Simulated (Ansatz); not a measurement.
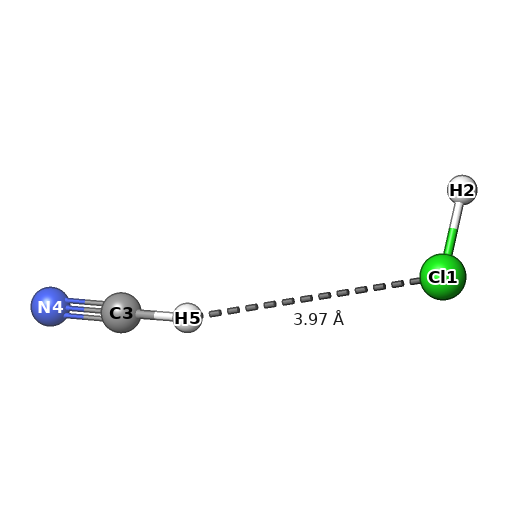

Two molecules or ions; the broken line marks their closest contact (measured against van der Waals radii). Geometry: a pair of rigid molecules at a changed separation. Program: Ansatz 0.2.0.

Which two species are they?

HCl and CHN (`C#N.Cl`).

Give the counterpoise-corrected interaction energy (kcal/mol, monomers kept as in the pair) with RHF-CCSD(T) (frozen core)/def2-TZVPPD.

```json
{"level": "RHF-CCSD(T) (frozen core)/def2-TZVPPD", "interaction energy (kcal/mol)": "−0.6"}
```
